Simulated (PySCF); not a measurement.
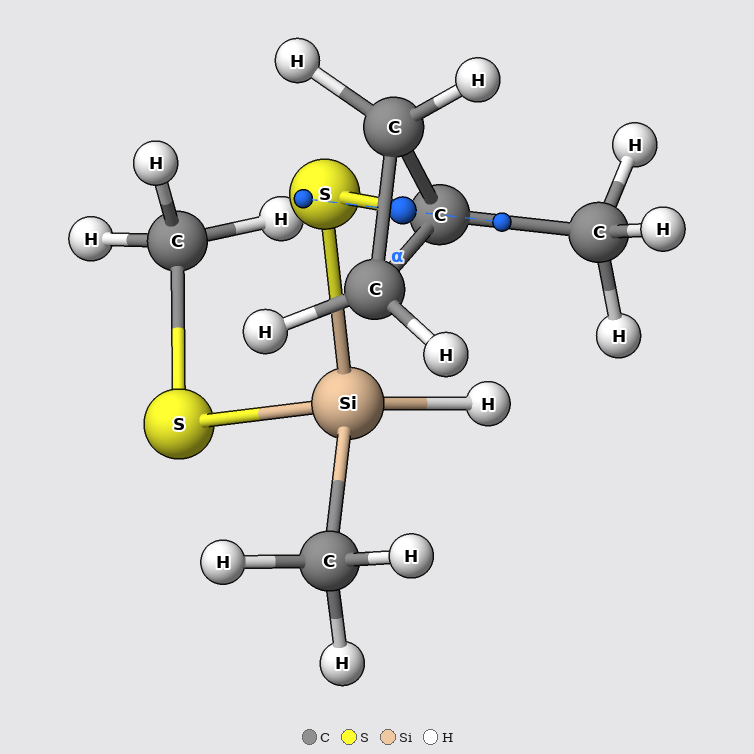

The small points mark where nucleus-independent chemical shifts (NICS) were computed: at the centre of each lettered ring and 1 Å above and below it. The computed structure is the end point of a GFN2-xTB optimisation. No frequency run is at hand to confirm it as a minimum. Level of theory: GIAO PBE0/pcSseg-1 NMR shielding, non-relativistic, gas phase (PySCF 2.14.0).

Give NICS(0), NICS(1) and the out-of-plane component NICS(1)zz for each ring (means of the two sides).

```
ring  members  NICS(0)  NICS(1)  NICS(1)zz
   α       C3    −43.8     −8.2      −21.4
```

Values in ppm.

The geometry is semi-empirical. Around Si such bond lengths and angles can be off by a tenth of an ångström or more and by several degrees, and values that hang on the shape move with them.
